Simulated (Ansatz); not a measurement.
CH$_{3}$F$_{2}$GaS (SMILES C[S][Ga]([F])[F])

The calculation's input:

```
crystal:
  periodic: [false, false, false]
  atoms:
    - {symbol: C, position_ang: [-0.579074, -0.754585, 1.006421]}
    - {symbol: F, position_ang: [0.028690, -0.131826, -2.180531]}
    - {symbol: F, position_ang: [1.684606, 2.283539, -1.825458]}
    - {symbol: Ga, position_ang: [0.762194, 1.012570, -1.080855]}
    - {symbol: S, position_ang: [0.466137, 0.753556, 1.043593]}
    - {symbol: H, position_ang: [-0.758317, -1.096246, -0.020738]}
    - {symbol: H, position_ang: [-0.066033, -1.544450, 1.570247]}
    - {symbol: H, position_ang: [-1.538203, -0.522557, 1.487321]}
basis:
  gaussian: {orbitals: def2-TZVPD}
output: {forces: true, orbitals: {seedname: orbitals}}
hamiltonian: {xc: {name: PBE0}}
```

Launched as:

```sh
ansatz run input.yaml --threads 2 --pin off --max-ram 5220MiB --events-out events.jsonl --progress --plain --runs-dir runs
```

Geometry: PBE0-D4/def2-SVP.

Theory: isolated molecule in a Gaussian basis; Kohn-Sham density functional theory, functional PBE0 (Ansatz).

> Predict the electron density and electron localisation function between the atoms.

Ga–F (1.74 Å): ρ at the midpoint is about 0.94 e/Å³; the ELF peaks at about 0.80 in the valence shell of F, 0.5 Å from its nucleus, and is about 0.15 at the midpoint.
C–S (1.84 Å): ρ is about 1.2 e/Å³ halfway; the ELF peaks at about 0.90 between the atoms (localised, covalent bonding).
Ga–S (2.16 Å): ρ is about 0.75 e/Å³ halfway; the ELF peaks at about 0.85 in the valence shell of S, 0.9 Å from its nucleus, and is about 0.70 at the midpoint.
C–H (1.10 Å): ρ at the midpoint is about 2 e/Å³; the ELF climbs to about 1 towards the hydrogen, as it does in any bond to H (a covalent bond by its length).

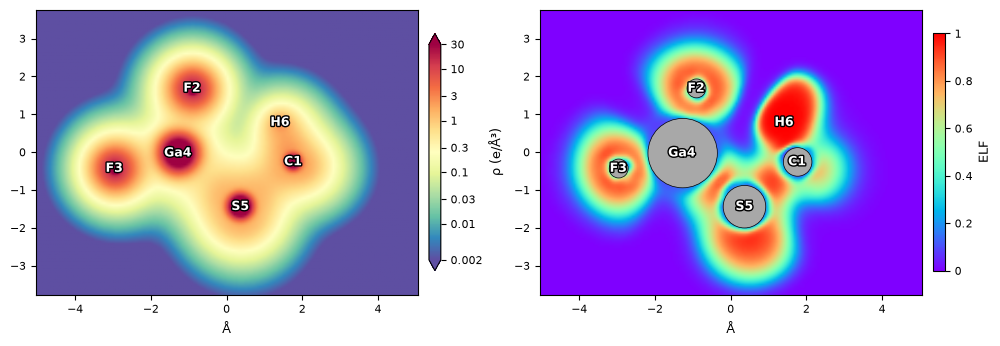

Computed electron density and electron localisation function on the plane of atoms C1, S5 and Ga4, in this order. Grey discs cover the atomic cores in the ELF map. 
